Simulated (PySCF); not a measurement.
**C5H6F2: electronic excitations at several levels of theory, part 1 of 2**

Aim: compute the electronic excitations of C5H6F2 (`CC1=C(F)[C@@]1(C)F`) at several levels, and see how far they spread and what each costs.

Computed with PySCF 2.14.0, with density-fitted response routines of our own, on a single molecule in the gas phase. Atoms are numbered from 0 throughout.

## 1. Starting geometry

13 atoms, charge 0, multiplicity 1; geometry from: GFN2-xTB. The atoms were then displaced at random by about 0.01 Å, so the start is not that level's minimum.

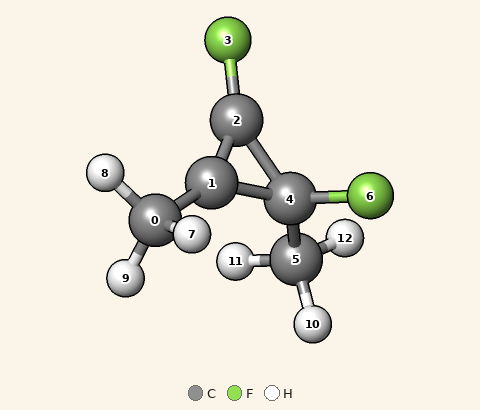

As it starts; carbon grey, fluorine green, hydrogen white, atoms numbered.

## 2. Geometry optimisation at PBE0-D3(BJ)/def2-SVP

The job: settings as JSON, then the geometry in Å.

```
{"job": {"xc": "PBE0", "basis": "def2-SVP", "d3": "d3bj", "grid": 1, "shake": 0.01, "kind": "geom"}, "charge": 0, "multiplicity": 1}
C     -2.007740     0.081840    -0.209210
C     -0.623060     0.495070    -0.128570
C      0.358610     1.301280    -0.397050
F      0.862750     2.392630    -0.995400
C      0.721880     0.156090     0.464710
C      1.583970    -1.003730     0.084500
F      0.882160     0.431690     1.838100
H     -2.450300     0.102900     0.779320
H     -2.581360     0.808000    -0.822780
H     -2.112330    -0.900400    -0.615610
H      1.291190    -1.889240     0.671080
H      1.475560    -1.215900    -0.965740
H      2.604490    -0.777100     0.286330
```

Command:

```sh
$ OMP_NUM_THREADS=1 python probes_run.py task.json out
```

The driver reads the jobs from task.json and runs them one after another.

Standard output:

```text
step   0  E = -393.02887504  max force = 0.032271
step   1  E = -393.03048419  max force = 0.030491
step   2  E = -393.03344954  max force = 0.009870
step   3  E = -393.03431085  max force = 0.004330
step   4  E = -393.03400063  max force = 0.006608
step   5  E = -393.03436270  max force = 0.002739
step   6  E = -393.03445103  max force = 0.000606
step   7  E = -393.03446588  max force = 0.000351
optimisation converged
```

It took 49 s on 1 thread of Arm Neoverse V1, shared host; peak memory 0.5 GiB.

The steps of the relaxation: (the energy doesn't fall at every step)

| step | energy from step 0 (eV) | largest force component (eV/Å) |
| --- | --- | --- |
| 0 | 0.0000 | 1.6594 |
| 1 | -0.0438 | 1.5679 |
| 2 | -0.1245 | 0.5075 |
| 3 | -0.1479 | 0.2227 |
| 4 | -0.1395 | 0.3398 |
| 5 | -0.1493 | 0.1408 |
| 6 | -0.1517 | 0.0312 |
| 7 | -0.1521 | 0.0180 |

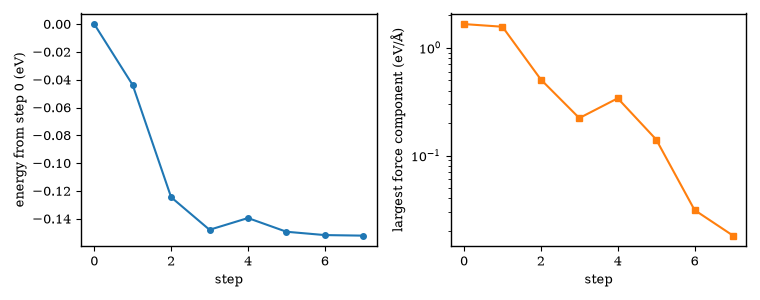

Energy and force, step by step.

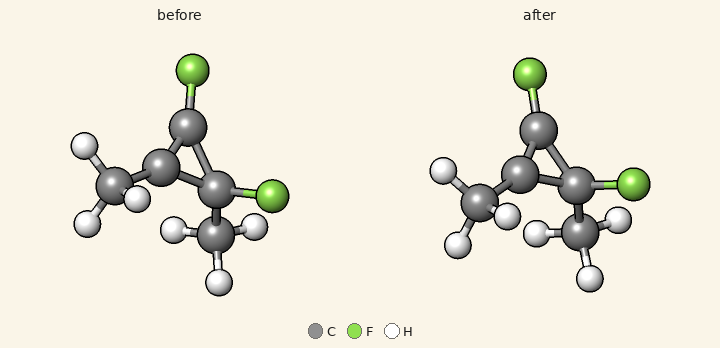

The geometry before (left) and after (right).

Close pairs (by a distance rule), those that changed most:

| bond | before (Å) | after (Å) | change (Å) |
| --- | --- | --- | --- |
| C5–H12 | 1.065 | 1.100 | +0.035 |
| C0–H9 | 1.068 | 1.102 | +0.033 |
| C2–F3 | 1.343 | 1.310 | -0.033 |
| C2–C4 | 1.479 | 1.446 | -0.032 |
| C0–C1 | 1.447 | 1.472 | +0.025 |
| C4–F6 | 1.410 | 1.388 | -0.022 |
| C5–H11 | 1.077 | 1.098 | +0.021 |
| C0–H7 | 1.083 | 1.101 | +0.018 |

The next job starts from the end point, and lists it.

| at the end point | value |
| --- | --- |
| point group (found at 0.08 Å tolerance) | C1 |
| rotational constants (GHz, main isotopes) | 2.729, 2.413, 1.724 |
| dipole moment (D) | 2.44 |

## 3. Ultraviolet spectrum: LDA/def2-SVPD

The job: settings as JSON, then the geometry in Å.

```
{"job": {"kind": "uv", "xc": "LDA", "basis": "def2-SVPD", "ip": true}, "charge": 0, "multiplicity": 1}
C     -2.018074    -0.124427    -0.026111
C     -0.669458     0.454922    -0.137948
C      0.220740     1.295837    -0.581571
F      0.488063     2.321694    -1.351458
C      0.749368     0.330012     0.356371
C      1.663748    -0.828382     0.061401
F      0.991503     0.759800     1.653702
H     -2.354626    -0.098835     1.021749
H     -2.744228     0.424866    -0.641019
H     -2.016065    -1.179498    -0.342776
H      1.454283    -1.661374     0.749666
H      1.533297    -1.179574    -0.971062
H      2.713656    -0.533049     0.205422
```

Method: TDDFT LDA/def2-SVPD, vertical, gas phase, core orbitals frozen in the response.

Standard output:

```text
coarse grid: 11328 points
cycle   1  E = -390.2799484728  dE =  8.351e-01  |g| = 6.429e-01  |ddm| = 5.976e+00
cycle   2  E = -390.1121759797  dE =  1.678e-01  |g| = 1.116e+00  |ddm| = 2.035e+00
cycle   3  E = -390.3573582942  dE = -2.452e-01  |g| = 2.424e-01  |ddm| = 1.455e+00
cycle   4  E = -390.3700322658  dE = -1.267e-02  |g| = 8.207e-02  |ddm| = 4.480e-01
cycle   5  E = -390.3713049507  dE = -1.273e-03  |g| = 3.521e-02  |ddm| = 1.244e-01
cycle   6  E = -390.3715571507  dE = -2.522e-04  |g| = 7.566e-03  |ddm| = 5.101e-02
cycle   7  E = -390.3715688946  dE = -1.174e-05  |g| = 2.383e-03  |ddm| = 1.363e-02
cycle   8  E = -390.3715701209  dE = -1.226e-06  |g| = 4.902e-04  |ddm| = 3.754e-03
final grid: 111480 points
cycle   9  E = -390.4286755612  dE = -4.901e-05  |g| = 5.133e-03  |ddm| = 1.259e-01
cycle  10  E = -390.4286620000  dE =  1.356e-05  |g| = 1.007e-02  |ddm| = 1.564e-02
cycle  11  E = -390.4286803883  dE = -1.839e-05  |g| = 1.252e-03  |ddm| = 9.627e-03
cycle  12  E = -390.4286806686  dE = -2.803e-07  |g| = 5.182e-04  |ddm| = 2.166e-03
cycle  13  E = -390.4286807169  dE = -4.835e-08  |g| = 2.535e-04  |ddm| = 9.737e-04
cycle  14  E = -390.4286807321  dE = -1.518e-08  |g| = 3.401e-05  |ddm| = 3.719e-04
cycle  15  E = -390.4286807324  dE = -2.581e-10  |g| = 1.151e-05  |ddm| = 9.369e-05
converged SCF energy = -390.4286807324

Static polarisability (au): isotropic 62.586, principal 52.163 63.792 71.803

Singlet excitations
state   eV       nm        f      main configurations
  1   6.2828    197.3   0.00129   H->L+1 0.73, H-1->L 0.25
  2   6.4428    192.4   0.01095   H-1->L 0.71, H->L+1 0.25
  3   6.5720    188.7   0.00124   H-1->L+1 0.90
  4   6.9802    177.6   0.03771   H-2->L 0.66, H->L 0.27
  5   7.2793    170.3   0.10389   H->L 0.41, H-2->L 0.30, H-2->L+1 0.11
  6   7.3903    167.8   0.01688   H->L+2 0.95
  7   7.4145    167.2   0.00976   H-2->L+1 0.87
  8   7.6036    163.1   0.00066   H->L+3 0.90
  9   7.7043    160.9   0.02155   H-1->L+2 0.77, H-1->L+3 0.14
 10   7.8967    157.0   0.06846   H-1->L+3 0.83

Triplet excitations (Tamm-Dancoff, eV): 5.2488 5.9912 6.1838 6.4655
Vertical ionisation energy (delta-SCF) = 9.9988 eV
```

Wall time 91 s (1 thread of Arm Neoverse V1, shared host); peak memory 0.57 GiB.

Frontier orbitals and where they lie:

| orbital | eV | atoms |
| --- | --- | --- |
| HOMO−3 | -9.09 | F6 33 %, C5 18 %, H11 11 % |
| HOMO−2 | -7.89 | F6 32 %, C1 15 %, C2 12 % |
| HOMO−1 | -7.06 | F6 24 %, C4 24 %, C1 13 % |
| HOMO | -6.80 | C1 29 %, C2 25 %, F3 13 % |
| LUMO | -0.90 | C1 32 %, C2 32 %, F3 10 % |
| LUMO+1 | -0.54 | C2 21 %, C0 15 %, C1 12 % |
| LUMO+2 | 0.54 | C0 23 %, C2 14 %, H9 14 % |

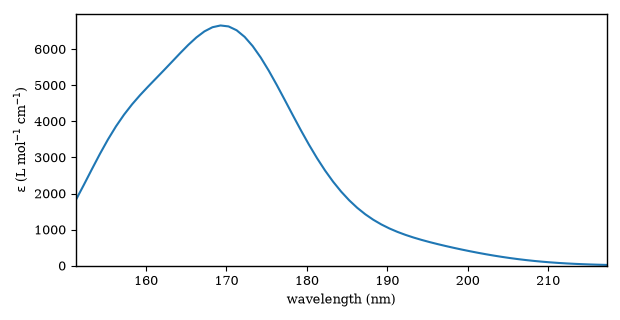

Absorption spectrum: each of the 10 states is a Gaussian band of 0.4 eV half-width at 1/e. Beyond the last state computed it falls off for lack of states.

Ground-state properties from the same run:

| property | computed |
| --- | --- |
| dipole moment (D) | 2.66 |
| polarisability (Å³) | 9.27 |
| HOMO–LUMO gap (eV) | 5.90 |
| −ε(HOMO) (eV) | 6.80 |

## 4. TDDFT and polarisability: PBE/def2-SVPD

The job, as its differences from that of step 3:

```diff
@@ -1,2 +1,2 @@
-{"job": {"kind": "uv", "xc": "LDA", "basis": "def2-SVPD", "ip": true}, "charge": 0, "multiplicity": 1}
+{"job": {"kind": "uv", "xc": "PBE", "basis": "def2-SVPD", "ip": true}, "charge": 0, "multiplicity": 1}
 C     -2.018074    -0.124427    -0.026111
```

Level: TDDFT PBE/def2-SVPD, vertical, gas phase, core orbitals frozen in the response.

Standard output:

```text
coarse grid: 11328 points
cycle   1  E = -392.8700001543  dE =  8.548e-01  |g| = 6.504e-01  |ddm| = 5.675e+00
cycle   2  E = -392.7026330082  dE =  1.674e-01  |g| = 1.135e+00  |ddm| = 2.018e+00
cycle   3  E = -392.9485551560  dE = -2.459e-01  |g| = 2.260e-01  |ddm| = 1.382e+00
cycle   4  E = -392.9593882297  dE = -1.083e-02  |g| = 7.738e-02  |ddm| = 4.200e-01
cycle   5  E = -392.9605086715  dE = -1.120e-03  |g| = 3.482e-02  |ddm| = 1.257e-01
cycle   6  E = -392.9607666476  dE = -2.580e-04  |g| = 7.068e-03  |ddm| = 5.115e-02
cycle   7  E = -392.9607771396  dE = -1.049e-05  |g| = 2.281e-03  |ddm| = 1.282e-02
cycle   8  E = -392.9607782605  dE = -1.121e-06  |g| = 4.639e-04  |ddm| = 3.531e-03
final grid: 111480 points
cycle   9  E = -393.0358334097  dE = -2.647e-05  |g| = 1.428e-02  |ddm| = 1.342e-01
cycle  10  E = -393.0357166830  dE =  1.167e-04  |g| = 2.830e-02  |ddm| = 4.717e-02
cycle  11  E = -393.0358745126  dE = -1.578e-04  |g| = 4.350e-03  |ddm| = 3.061e-02
cycle  12  E = -393.0358786225  dE = -4.110e-06  |g| = 1.028e-03  |ddm| = 6.470e-03
cycle  13  E = -393.0358788487  dE = -2.262e-07  |g| = 3.032e-04  |ddm| = 1.831e-03
cycle  14  E = -393.0358788703  dE = -2.161e-08  |g| = 5.236e-05  |ddm| = 5.149e-04
cycle  15  E = -393.0358788709  dE = -6.123e-10  |g| = 1.481e-05  |ddm| = 1.325e-04
converged SCF energy = -393.0358788709

Static polarisability (au): isotropic 62.147, principal 51.749 63.450 71.243

Singlet excitations
state   eV       nm        f      main configurations
  1   6.2148    199.5   0.00368   H->L+1 0.93
  2   6.4759    191.5   0.00555   H-1->L 0.66, H-1->L+1 0.26
  3   6.5341    189.7   0.00278   H-1->L+1 0.69, H-1->L 0.27
  4   7.0248    176.5   0.05149   H-2->L 0.56, H->L 0.35
  5   7.2211    171.7   0.01495   H->L+2 0.97
  6   7.2646    170.7   0.06573   H-2->L 0.33, H-2->L+1 0.29, H->L 0.23
  7   7.3405    168.9   0.01950   H-2->L+1 0.67, H->L+3 0.11, H->L 0.09
  8   7.4471    166.5   0.00662   H->L+3 0.77, H-1->L+2 0.10
  9   7.5688    163.8   0.02063   H-1->L+2 0.73, H-1->L+3 0.14
 10   7.7671    159.6   0.07577   H-1->L+3 0.82

Triplet excitations (Tamm-Dancoff, eV): 5.0470 5.9760 6.1032 6.3953
Vertical ionisation energy (delta-SCF) = 9.7686 eV
```

It took 2.1 min on 1 thread of Arm Neoverse V1, shared host; peak memory 0.67 GiB.

Key values: HOMO -6.62 eV, LUMO -0.65 eV; lowest singlet 6.21 eV.

## 5. TDDFT and polarisability: B3LYP/def2-SVPD

The job, as its differences from that of step 4:

```diff
@@ -1,2 +1,2 @@
-{"job": {"kind": "uv", "xc": "PBE", "basis": "def2-SVPD", "ip": true}, "charge": 0, "multiplicity": 1}
+{"job": {"kind": "uv", "xc": "B3LYP", "basis": "def2-SVPD", "ip": true}, "charge": 0, "multiplicity": 1}
 C     -2.018074    -0.124427    -0.026111
```

Level: TDDFT B3LYP/def2-SVPD, vertical, gas phase, core orbitals frozen in the response.

Standard output:

```text
coarse grid: 11328 points
cycle   1  E = -393.3362513320  dE =  9.944e-01  |g| = 6.193e-01  |ddm| = 5.607e+00
cycle   2  E = -393.2588366489  dE =  7.741e-02  |g| = 9.280e-01  |ddm| = 1.639e+00
cycle   3  E = -393.4071829594  dE = -1.483e-01  |g| = 1.104e-01  |ddm| = 9.695e-01
cycle   4  E = -393.4095335101  dE = -2.351e-03  |g| = 3.784e-02  |ddm| = 2.155e-01
cycle   5  E = -393.4098200393  dE = -2.865e-04  |g| = 1.457e-02  |ddm| = 6.017e-02
cycle   6  E = -393.4098585029  dE = -3.846e-05  |g| = 5.802e-03  |ddm| = 2.439e-02
cycle   7  E = -393.4098662261  dE = -7.723e-06  |g| = 9.489e-04  |ddm| = 8.813e-03
final grid: 111480 points
cycle   8  E = -393.4729218025  dE = -3.260e-05  |g| = 7.015e-03  |ddm| = 1.147e-01
cycle   9  E = -393.4729067465  dE =  1.506e-05  |g| = 1.137e-02  |ddm| = 1.956e-02
cycle  10  E = -393.4729313157  dE = -2.457e-05  |g| = 1.278e-03  |ddm| = 1.179e-02
cycle  11  E = -393.4729316768  dE = -3.611e-07  |g| = 2.674e-04  |ddm| = 2.027e-03
cycle  12  E = -393.4729316879  dE = -1.117e-08  |g| = 1.419e-04  |ddm| = 5.296e-04
cycle  13  E = -393.4729316923  dE = -4.360e-09  |g| = 1.923e-05  |ddm| = 2.009e-04
cycle  14  E = -393.4729316924  dE = -8.117e-11  |g| = 6.709e-06  |ddm| = 5.504e-05
converged SCF energy = -393.4729316924

Static polarisability (au): isotropic 60.170, principal 50.334 61.359 68.818

Singlet excitations
state   eV       nm        f      main configurations
  1   6.5989    187.9   0.00698   H->L 0.95
  2   6.9879    177.4   0.00939   H-1->L+1 0.85
  3   7.1261    174.0   0.02243   H-1->L 0.58, H->L+1 0.28, H-1->L+1 0.09
  4   7.4424    166.6   0.10829   H->L+1 0.47, H-1->L 0.30, H-2->L+1 0.17
  5   7.7004    161.0   0.01532   H->L+2 0.92
  6   7.8374    158.2   0.05058   H-2->L+1 0.70, H->L+1 0.12
  7   7.9599    155.8   0.00742   H->L+3 0.85
  8   8.1459    152.2   0.00114   H-2->L 0.87
  9   8.3587    148.3   0.02788   H-1->L+2 0.90
 10   8.5204    145.5   0.07106   H-1->L+3 0.92

Triplet excitations (Tamm-Dancoff, eV): 5.0621 6.3841 6.5329 7.0493
Vertical ionisation energy (delta-SCF) = 9.9879 eV
```

Run time: 75 s. Hardware: 1 thread of Arm Neoverse V1, shared host; peak memory 0.88 GiB.

Key values: HOMO -7.63 eV, LUMO -0.05 eV; lowest singlet 6.60 eV.

## 6. TDDFT and polarisability: PBE0/def2-SVPD

The job, as its differences from that of step 5:

```diff
@@ -1,2 +1,2 @@
-{"job": {"kind": "uv", "xc": "B3LYP", "basis": "def2-SVPD", "ip": true}, "charge": 0, "multiplicity": 1}
+{"job": {"kind": "uv", "xc": "PBE0", "basis": "def2-SVPD", "ip": true}, "charge": 0, "multiplicity": 1}
 C     -2.018074    -0.124427    -0.026111
```

With the program's defaults for keys left out, this is: TDDFT PBE0/def2-SVPD, vertical, gas phase, core orbitals frozen in the response.

Standard output:

```text
coarse grid: 11328 points
cycle   1  E = -392.9338903389  dE =  1.029e+00  |g| = 5.772e-01  |ddm| = 5.345e+00
cycle   2  E = -392.8838089440  dE =  5.008e-02  |g| = 8.083e-01  |ddm| = 1.447e+00
cycle   3  E = -392.9959154560  dE = -1.121e-01  |g| = 9.035e-02  |ddm| = 8.523e-01
cycle   4  E = -392.9974504762  dE = -1.535e-03  |g| = 3.216e-02  |ddm| = 1.850e-01
cycle   5  E = -392.9976629521  dE = -2.125e-04  |g| = 1.214e-02  |ddm| = 5.572e-02
cycle   6  E = -392.9976902196  dE = -2.727e-05  |g| = 4.787e-03  |ddm| = 2.180e-02
cycle   7  E = -392.9976955285  dE = -5.309e-06  |g| = 6.546e-04  |ddm| = 7.315e-03
final grid: 111480 points
cycle   8  E = -393.0529518035  dE = -2.665e-05  |g| = 7.828e-03  |ddm| = 8.923e-02
cycle   9  E = -393.0529396641  dE =  1.214e-05  |g| = 1.130e-02  |ddm| = 2.312e-02
cycle  10  E = -393.0529651682  dE = -2.550e-05  |g| = 1.505e-03  |ddm| = 1.265e-02
cycle  11  E = -393.0529656430  dE = -4.748e-07  |g| = 2.695e-04  |ddm| = 2.336e-03
cycle  12  E = -393.0529656554  dE = -1.245e-08  |g| = 1.428e-04  |ddm| = 6.262e-04
cycle  13  E = -393.0529656598  dE = -4.378e-09  |g| = 2.118e-05  |ddm| = 2.117e-04
cycle  14  E = -393.0529656599  dE = -9.970e-11  |g| = 7.031e-06  |ddm| = 5.850e-05
converged SCF energy = -393.0529656599

Static polarisability (au): isotropic 59.498, principal 49.774 60.626 68.093

Singlet excitations
state   eV       nm        f      main configurations
  1   6.8520    180.9   0.00619   H->L 0.89, H-1->L+1 0.08
  2   7.1195    174.1   0.01158   H-1->L+1 0.85, H->L 0.09
  3   7.3284    169.2   0.05266   H->L+1 0.48, H-1->L 0.39
  4   7.6278    162.5   0.07234   H-1->L 0.49, H->L+1 0.26, H-2->L+1 0.20
  5   7.9855    155.3   0.06430   H-2->L+1 0.61, H->L+1 0.15
  6   8.0137    154.7   0.02222   H->L+2 0.81
  7   8.2847    149.7   0.00536   H->L+3 0.86, H->L+2 0.09
  8   8.4345    147.0   0.00122   H-2->L 0.84
  9   8.6875    142.7   0.03346   H-1->L+2 0.89
 10   8.8312    140.4   0.07048   H-1->L+3 0.93

Triplet excitations (Tamm-Dancoff, eV): 5.0273 6.5103 6.6926 7.2873
Vertical ionisation energy (delta-SCF) = 9.9792 eV
```

It took 71 s on 1 thread of Arm Neoverse V1, shared host; peak memory 0.88 GiB.

Key values: HOMO -7.86 eV, LUMO 0.26 eV; lowest singlet 6.85 eV.

## 7. TDDFT and polarisability: BHandHLYP/def2-SVPD

The job, as its differences from that of step 6:

```diff
@@ -1,2 +1,2 @@
-{"job": {"kind": "uv", "xc": "PBE0", "basis": "def2-SVPD", "ip": true}, "charge": 0, "multiplicity": 1}
+{"job": {"kind": "uv", "xc": "BHandHLYP", "basis": "def2-SVPD", "ip": true}, "charge": 0, "multiplicity": 1}
 C     -2.018074    -0.124427    -0.026111
```

Method: TDDFT BHandHLYP/def2-SVPD, vertical, gas phase, core orbitals frozen in the response.

Standard output:

```text
coarse grid: 11328 points
cycle   1  E = -393.1491395240  dE =  1.233e+00  |g| = 6.038e-01  |ddm| = 5.161e+00
cycle   2  E = -393.1520382175  dE = -2.899e-03  |g| = 6.557e-01  |ddm| = 1.347e+00
cycle   3  E = -393.2226000637  dE = -7.056e-02  |g| = 5.957e-02  |ddm| = 6.912e-01
cycle   4  E = -393.2233239940  dE = -7.239e-04  |g| = 1.831e-02  |ddm| = 1.148e-01
cycle   5  E = -393.2234039028  dE = -7.991e-05  |g| = 5.958e-03  |ddm| = 4.017e-02
cycle   6  E = -393.2234123199  dE = -8.417e-06  |g| = 1.195e-03  |ddm| = 9.895e-03
final grid: 111480 points
cycle   7  E = -393.2654007667  dE = -1.667e-05  |g| = 3.419e-03  |ddm| = 7.282e-02
cycle   8  E = -393.2654005160  dE =  2.507e-07  |g| = 3.777e-03  |ddm| = 9.534e-03
cycle   9  E = -393.2654030435  dE = -2.527e-06  |g| = 3.173e-04  |ddm| = 3.692e-03
cycle  10  E = -393.2654030617  dE = -1.821e-08  |g| = 1.325e-04  |ddm| = 6.710e-04
cycle  11  E = -393.2654030658  dE = -4.049e-09  |g| = 4.866e-05  |ddm| = 2.700e-04
cycle  12  E = -393.2654030663  dE = -5.253e-10  |g| = 7.997e-06  |ddm| = 7.899e-05
converged SCF energy = -393.2654030663

Static polarisability (au): isotropic 57.807, principal 48.575 58.824 66.021

Singlet excitations
state   eV       nm        f      main configurations
  1   7.1383    173.7   0.01239   H->L 0.88
  2   7.5944    163.3   0.12200   H->L+1 0.68, H-1->L 0.10
  3   7.6193    162.7   0.02075   H-1->L+1 0.80
  4   8.1751    151.7   0.03145   H-1->L 0.73, H-2->L+1 0.13
  5   8.4232    147.2   0.04977   H-2->L+1 0.56, H->L+2 0.12, H-1->L 0.09
  6   8.4383    146.9   0.02124   H->L+2 0.58, H->L+3 0.17, H-2->L+1 0.11
  7   8.7656    141.4   0.00633   H->L+3 0.67, H->L+2 0.22
  8   9.1444    135.6   0.00544   H-2->L 0.70, H-1->L+2 0.12
  9   9.3925    132.0   0.00769   H->L+4 0.80, H->L+5 0.10
 10   9.4919    130.6   0.03824   H-1->L+2 0.75, H-2->L 0.13

Triplet excitations (Tamm-Dancoff, eV): 5.0009 6.8570 7.1044 7.8674
Vertical ionisation energy (delta-SCF) = 10.0005 eV
```

Wall time 75 s (1 thread of Arm Neoverse V1, shared host); peak memory 0.84 GiB.

In short: HOMO -8.96 eV, LUMO 0.72 eV; lowest singlet 7.14 eV.

## 8. Ultraviolet spectrum: CAM-B3LYP/def2-SVPD

The job, as its differences from that of step 7:

```diff
@@ -1,2 +1,2 @@
-{"job": {"kind": "uv", "xc": "BHandHLYP", "basis": "def2-SVPD", "ip": true}, "charge": 0, "multiplicity": 1}
+{"job": {"kind": "uv", "xc": "CAM-B3LYP", "basis": "def2-SVPD", "ip": true}, "charge": 0, "multiplicity": 1}
 C     -2.018074    -0.124427    -0.026111
```

Method: TDDFT CAM-B3LYP/def2-SVPD, vertical, gas phase, core orbitals frozen in the response.

Standard output:

```text
coarse grid: 11328 points
cycle   1  E = -393.1753229835  dE =  1.202e+00  |g| = 6.148e-01  |ddm| = 5.406e+00
cycle   2  E = -393.1538961974  dE =  2.143e-02  |g| = 7.680e-01  |ddm| = 1.408e+00
cycle   3  E = -393.2478483114  dE = -9.395e-02  |g| = 6.074e-02  |ddm| = 7.451e-01
cycle   4  E = -393.2485025233  dE = -6.542e-04  |g| = 2.296e-02  |ddm| = 1.097e-01
cycle   5  E = -393.2486157581  dE = -1.132e-04  |g| = 8.714e-03  |ddm| = 4.526e-02
cycle   6  E = -393.2486321617  dE = -1.640e-05  |g| = 2.604e-03  |ddm| = 1.666e-02
cycle   7  E = -393.2486337928  dE = -1.631e-06  |g| = 6.652e-04  |ddm| = 5.167e-03
final grid: 111480 points
cycle   8  E = -393.3133168695  dE = -2.940e-05  |g| = 4.434e-03  |ddm| = 7.742e-02
cycle   9  E = -393.3133156788  dE =  1.191e-06  |g| = 5.430e-03  |ddm| = 1.200e-02
cycle  10  E = -393.3133206065  dE = -4.928e-06  |g| = 4.686e-04  |ddm| = 4.691e-03
cycle  11  E = -393.3133206466  dE = -4.003e-08  |g| = 1.483e-04  |ddm| = 8.251e-04
cycle  12  E = -393.3133206517  dE = -5.091e-09  |g| = 5.188e-05  |ddm| = 3.346e-04
cycle  13  E = -393.3133206522  dE = -5.937e-10  |g| = 1.370e-05  |ddm| = 9.470e-05
converged SCF energy = -393.3133206522

Static polarisability (au): isotropic 59.227, principal 49.776 60.439 67.464

Singlet excitations
state   eV       nm        f      main configurations
  1   6.9211    179.1   0.00835   H->L 0.84
  2   7.2550    170.9   0.01213   H-1->L+1 0.85
  3   7.4077    167.4   0.09018   H->L+1 0.63, H-1->L 0.21
  4   7.7976    159.0   0.04617   H-1->L 0.60, H-2->L+1 0.18, H->L+1 0.13
  5   8.0909    153.2   0.06720   H-2->L+1 0.66, H->L+1 0.14, H-1->L 0.08
  6   8.2492    150.3   0.01229   H->L+2 0.72, H->L+3 0.17
  7   8.5748    144.6   0.00439   H->L+3 0.41, H-2->L 0.35, H->L+2 0.12
  8   8.6665    143.1   0.00316   H-2->L 0.44, H->L+3 0.31
  9   9.0971    136.3   0.05355   H-1->L+2 0.66, H-1->L+3 0.12, H-2->L 0.09
 10   9.1770    135.1   0.05234   H-1->L+3 0.56, H->L+4 0.17, H-1->L+2 0.17

Triplet excitations (Tamm-Dancoff, eV): 5.0440 6.6432 6.7845 7.4715
Vertical ionisation energy (delta-SCF) = 10.1000 eV
```

Run time: 91 s. Hardware: 1 thread of Arm Neoverse V1, shared host; peak memory 0.99 GiB.

In short: HOMO -9.20 eV, LUMO 0.87 eV; lowest singlet 6.92 eV.

(Continued in part 2 of 2.)
